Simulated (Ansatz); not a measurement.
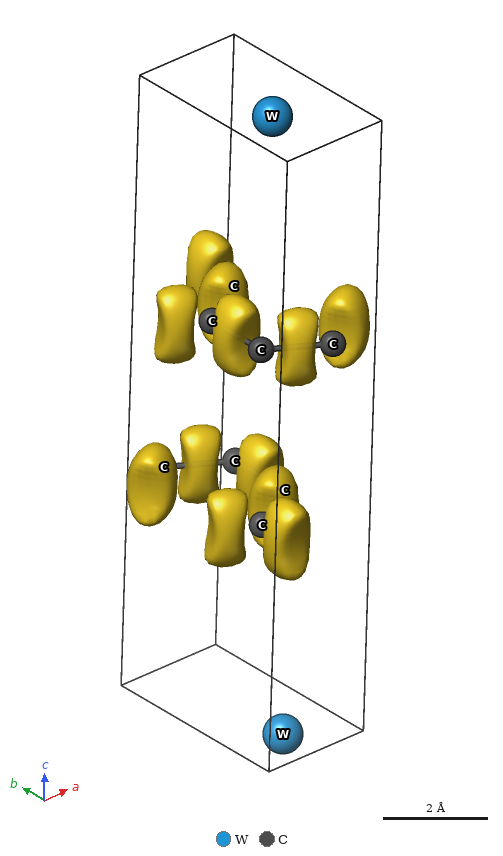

The picture shows: WC₄. Isosurface of the electron localisation function at 0.7 (yellow), seen at an oblique angle. Core shells and regions of very low density are left out. Sticks mark near contacts.

Space group P1; a generated structure, not necessarily the stable one; changed on purpose from its base cell (volume × 0.97, shape and atoms relaxed).

These are results of DFT PBE, scalar-relativistic, plane waves, PAW in Ansatz 0.2.0, not measurements.

In a PAW calculation such maps are meaningful between the atoms, not at the nuclei.

Where are the electrons localised?

The ELF exceeds this value in twelve regions between bonded C–C atoms, counted in one cell of 10 atoms. Regions shared between cells count once. Along the contacts the grid gives the following. C–C (1.41 Å): the ELF peaks at about 0.95 between the atoms. W–W (2.48 Å): the ELF is about 0.35 at the midpoint.
